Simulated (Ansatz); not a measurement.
## Electronic structure of F2H2SSi···HF in real space

The calculation's input:

```
crystal:
  periodic: [false, false, false]
  atoms:
    - {symbol: Si, position_ang: [-0.926804, -0.634007, -0.369493]}
    - {symbol: S, position_ang: [0.269921, -0.191200, 1.327765]}
    - {symbol: F, position_ang: [-0.107807, -0.405817, -1.699625]}
    - {symbol: F, position_ang: [-2.122069, 0.395085, -0.316298]}
    - {symbol: H, position_ang: [-1.445363, -2.008606, -0.383396]}
    - {symbol: H, position_ang: [1.331450, 1.611188, 0.431497]}
    - {symbol: F, position_ang: [1.787227, 2.318291, 0.032159]}
    - {symbol: H, position_ang: [1.213446, -1.084933, 0.977391]}
basis:
  gaussian: {orbitals: def2-TZVPP}
hamiltonian: {xc: pbe0, dispersion: d4}
output: {orbitals: {seedname: orbitals}}
```

Command:

```sh
ansatz run in.yaml --threads 4 --pin off --events-out ev --progress --plain --max-ram 9574MiB
```

The reactant side of a reaction path; geometry: PBE0-D4/def2-TZVP.

Computed with RKS PBE0-D4/def2-TZVPP in Ansatz 0.2.0.

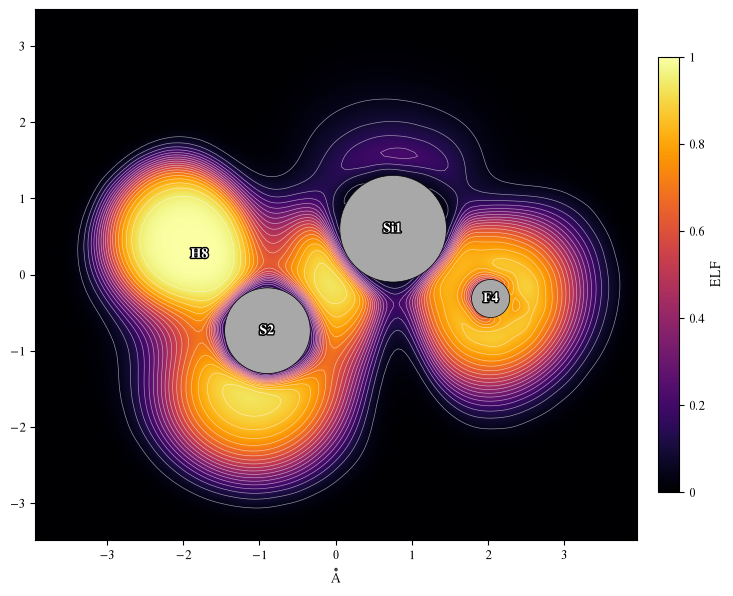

Figure 1. Electron localisation function on the plane of atoms Si1, S2 and H8. Grey discs cover the atomic cores.

### Interpret the plot.

Atoms in the plane: Si, S, F and H.
Si–F (1.58 Å): the ELF peaks at about 0.85 in the valence shell of F, 0.6 Å from its nucleus, and is about 0.55 at the midpoint.
Si–S (2.12 Å): the ELF peaks at about 0.95 between the atoms, as expected for a shared electron pair.
S–H (1.35 Å): the ELF climbs to about 1 towards the hydrogen, as it does in any bond to H.
The ELF also peaks beside S2 and F4, away from the bonds: lone-pair regions.

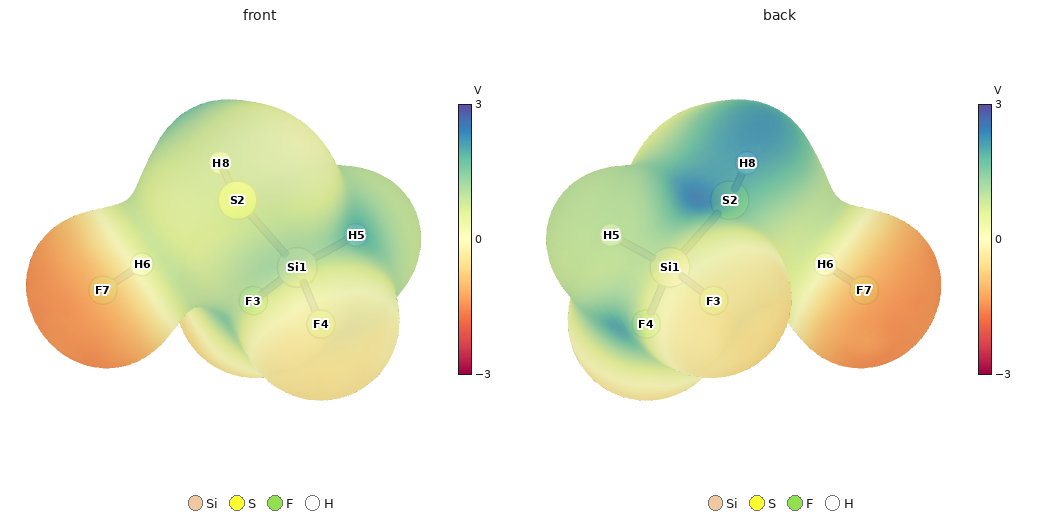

Figure 2. The molecular electrostatic potential painted on the density surface at 0.002 e/bohr³, seen from the front and from behind; the colour scale runs from red (negative) to blue (positive).

### Where is the surface potential most negative and most positive?

The most negative region (about −1.4 V, or −32 kcal/mol for a unit charge) lies over F7, the most positive (about +2.3 V, or +53 kcal/mol for a unit charge) over Si1 and H8.

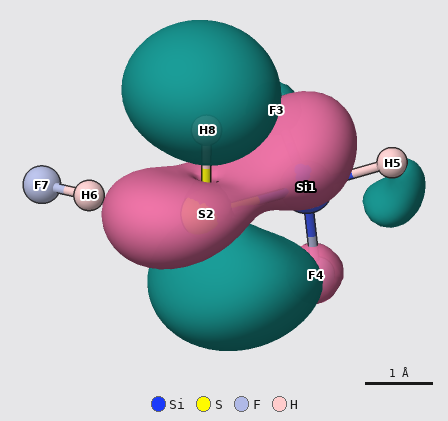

Figure 3. The LUMO at ±0.1 Å⁻³ᐟ² (teal and pink are the two phases), seen from one side.

### What is the character of this orbital?

Its weight (Hirshfeld) is mainly on S2 (about 40 %), H8 (about 25 %) and Si1 (about 20 %). Its energy is −0.49 eV.

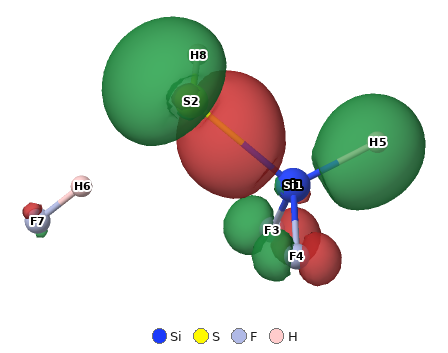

Figure 4. The HOMO−1 at ±0.15 Å⁻³ᐟ² (green and red are the two phases), seen across its widest extent.

### Where does this orbital lie, and at what energy?

By Hirshfeld shares it lies mainly on S2 (about 50 %), Si1 (about 20 %), H5 (about 15 %) and F3 (about 5 %). Its energy is −10.24 eV.
